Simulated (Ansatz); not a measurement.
Single-point calculation of Al₄As₄

System: Al₄As₄.
Method: RKS PBE0-D4/def2-TZVP (Ansatz 0.2.0).

The geometry comes from this level: PBE0-D4/def2-SVP.

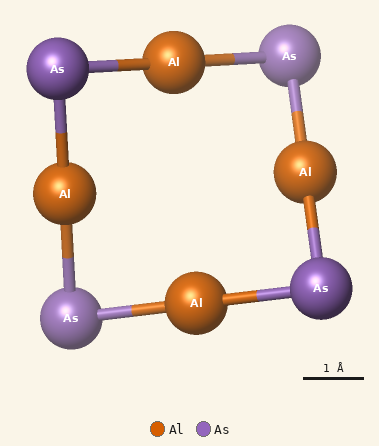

The structure (ball-and-stick view, seen on its broad side). Sticks mark near contacts. Bond lengths as drawn: Al–As 2.30 Å.

### Summary

```json
{"quantity": "outcome", "value": "converged"}
{"quantity": "total energy", "value": "−269717.8982 eV"}
{"quantity": "mean-field energy", "value": "−269717.3862 eV"}
{"quantity": "dispersion energy", "value": "−0.5120 eV"}
{"quantity": "SCF solution under orbital rotations", "value": "stable"}
{"quantity": "HOMO", "value": "−6.50 eV"}
{"quantity": "LUMO", "value": "−3.36 eV"}
{"quantity": "hardware", "value": "4 threads of Arm Neoverse V2, 23 GiB of memory available, shared host"}
{"quantity": "wall time", "value": "27 s (CPU time 1.8 min)"}
{"quantity": "peak memory", "value": "1.6 GiB"}
```

### Input file
```yaml
crystal:
  periodic: [false, false, false]
  atoms:
    - {symbol: Al, position_ang: [-0.941946, -0.989218, -1.528020]}
    - {symbol: Al, position_ang: [-0.750040, -1.356512, 1.340562]}
    - {symbol: Al, position_ang: [0.750061, 1.356493, -1.340552]}
    - {symbol: Al, position_ang: [0.941953, 0.989201, 1.528007]}
    - {symbol: As, position_ang: [-1.036461, 0.966223, -2.737836]}
    - {symbol: As, position_ang: [2.537913, 1.749230, 0.054351]}
    - {symbol: As, position_ang: [-0.848952, -2.946222, -0.320596]}
    - {symbol: As, position_ang: [-0.652529, 0.230795, 3.004085]}
basis:
  gaussian: {orbitals: def2-TZVP, initial_orbitals: start.molden}
hamiltonian: {xc: pbe0, dispersion: d4}
scf: {omitted_lower_state_checks: [starts]}
output: {orbitals: {seedname: orbitals}}
```

Launch command:
```bash
ansatz run in.yaml --threads 4 --pin off --events-out ev --progress --plain --max-ram 4787MiB
```

### Output
```
Functional definition: PBE0
  name "PBE0"
  cite "Adamo & Barone, J. Chem. Phys. 110, 6158 (1999) doi:10.1063/1.478522"
  cite "Perdew, Burke & Ernzerhof, Phys. Rev. Lett. 77, 3865 (1996) doi:10.1103/PhysRevLett.77.3865"
  parent pbe
  parameter a = 0.25
  parameter kappa = 0.804
  parameter beta = 0.06672455060314922
  exchange = (1 - a)*pbe_x(kappa = kappa, mu = beta*pi^2/3) + a*exact_x
  correlation = pbe_c(beta = beta)
these checks for a lower state are left out or cut short: starts
2808 factors; their error is unknown
the host lacks memory for fits, so the integrals are decomposed
2232 factors; integrals over basis functions are off by at most 5.5e-4 eV
mean field evaluation 1: about -269641.0272 eV, gradient 3.2e2 eV
mean field evaluation 2: about -269675.0785 eV, gradient 4.8e1 eV
mean field evaluation 4: about -269715.1921 eV, gradient 1.5e1 eV
mean field evaluation 8: about -269717.3861 eV, gradient 1.8e-3 eV
mean field -269717.38615776 eV, -9911.9311202870 hartree, gradient 4.4e-5 eV, S^2 0.000000; 0 other end points of the search recorded, 0 dependent functions left out
reference -269717.38619013 eV, -9911.9311214768 hartree; 92, 92 occupied and 248, 248 virtual orbitals, 2232 factors
Total energy: -269717.89818797 eV, -9911.9499370504 hartree
Checks for a lower state left out: starts
```

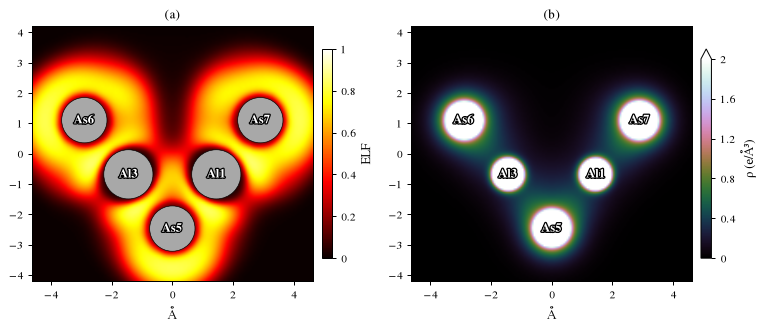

(a) ELF; (b) electron density on the plane of atoms Al1, As5 and Al3. Grey discs, where drawn, cover atomic cores. The section cuts through Al and As sites. Al–As (2.30 Å): ρ at the midpoint is about 0.54 e/Å³; the ELF peaks at about 0.75 in the valence shell of As, 1.2 Å from its nucleus, and is about 0.75 at the midpoint.

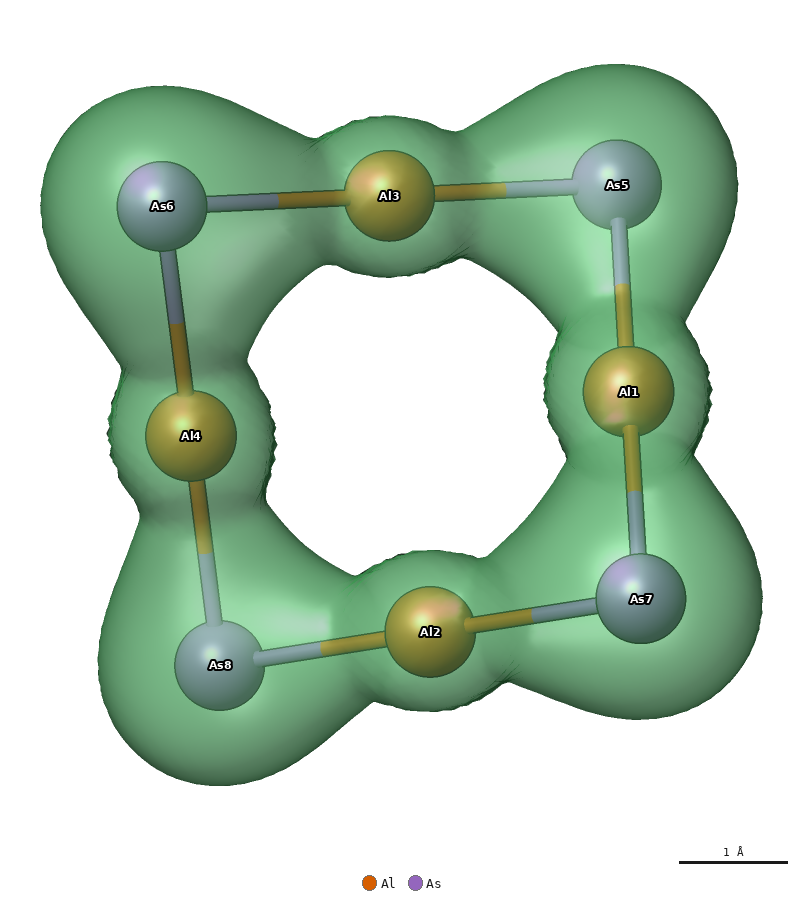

Isosurface of the electron density at 0.3 e/Å³ (green), seen at a tilt. At this value the surface is in one piece. On the grid the lowest density along these lines, outside the cores, is 0.45 e/Å³ (Al–As, 2.30 Å).

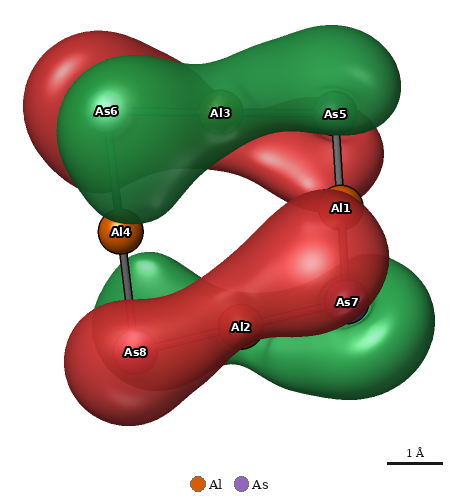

The HOMO at ±0.06 Å⁻³ᐟ² (green and red are the two phases), seen at a tilt. It lies mainly on As6 (25 %), As7 (25 %), As5 (10 %) and As8 (10 %). Its energy is −6.50 eV.

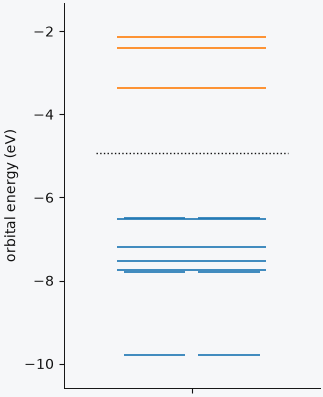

Orbital energies near the frontier; the dotted line parts filled from empty levels, and levels within 0.02 eV of each other stand side by side. Highest filled −6.50 eV, lowest empty −3.36 eV, 3.14 eV apart.
